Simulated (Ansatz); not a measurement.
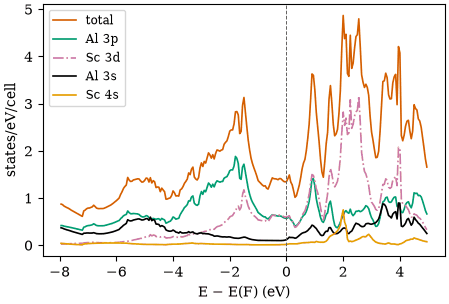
Figure. Total and projected density of states of ScAl₃ (Cu3Au type, Pm-3m), PBE (plane waves, PAW; program Ansatz)

### Question
Which orbitals carry the states next to the Fermi level?

### Answer
Within 0.5 eV of the Fermi level: Sc 3d 42 %, Al 3p 42 %, Al 3s 10 %. Projections are on Löwdin-orthogonalised atomic valence shells; empty p or d shells of many metals are not among them.

### Question
Where is the tallest occupied peak in this window, and what makes it?

### Answer
Near -1.5 eV, about 3.1 states/eV per cell; the largest projected share is Al 3p.

The cell was relaxed with PBE under the symmetry of its start. The run is not spin-polarised.

Potentials: the earlier of the program's two PAW sets.
